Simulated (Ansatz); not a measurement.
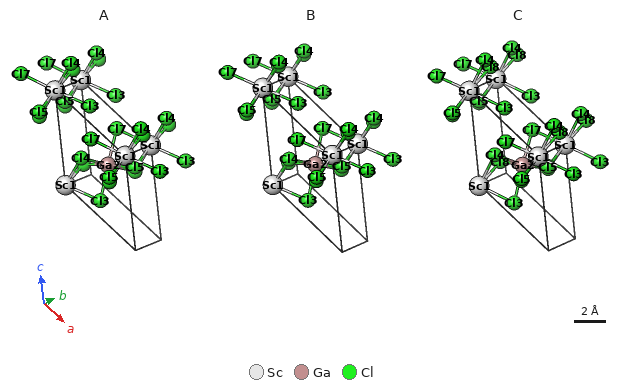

3 geometries from one relaxation of a crystal of ScGaCl6 (built on the KCrF6-148 type type), in shuffled order. Style: ball-and-stick. Shown: the cell of the calculation, slightly off an axis.

Case: shaken.

All numbers below come from Ansatz, DFT, PBEsol, plane waves, PAW. Set-up: plane-wave cutoff 420 eV; k-point mesh 4 × 4 × 4; occupations fermi dirac; smearing width 0.05 eV; no spin polarisation; cell and atoms relaxed; force threshold 0.01 eV/Å; at most 120 steps.

### Put them in the order of the run, from the start to the converged end.

C, A, B. They are steps 0, 2, 10, at +85.9 meV per atom, +4.4 meV per atom relative to the last. After 8 accepted moves (10 points after the start) the energy has fallen by 85.9 meV per atom. The largest force component goes from 1.3 to 0.0057 eV/Å. Pressure: −1.03 GPa at the start and 0.00 GPa at the end. The line search rejected the trial step at point 8 of the run. At 1 point the geometry stayed and the basis and grid were re-selected for the new cell (energy shift of less than 0.05 meV per atom at most each time). A Cl atom moves most relative to the cell: 0.40 Å along [1 −1 −1]. By element the largest moves are Cl 0.40 Å, Ga 0.15 Å, Sc 0.13 Å. The volume changes by +0.7 %, with a 7.021 → 7.111 Å (+1.3 %), b 7.197 → 7.129 Å (−0.9 %), c 6.967 → 7.102 Å (+1.9 %), β 111.4° → 112.2°. Near-neighbour distances that change, for instance: Cl–Sc 2.778 → 2.479 Å, Cl–Sc 2.715 → 2.479 Å, Cl–Sc 2.321 → 2.479 Å, Cl–Sc 2.630 → 2.479 Å. Bond angles that change, for instance: Cl–Ga–Cl 163.1° → 179.9°, Cl–Ga–Cl 80.9° → 93.0°, Cl–Sc–Cl 169.6° → 179.9°. Within 0.06 Å the space group is P1 at the start and R-3 at the end; at a tighter tolerance small leftover displacements or strains of the cell lower it.
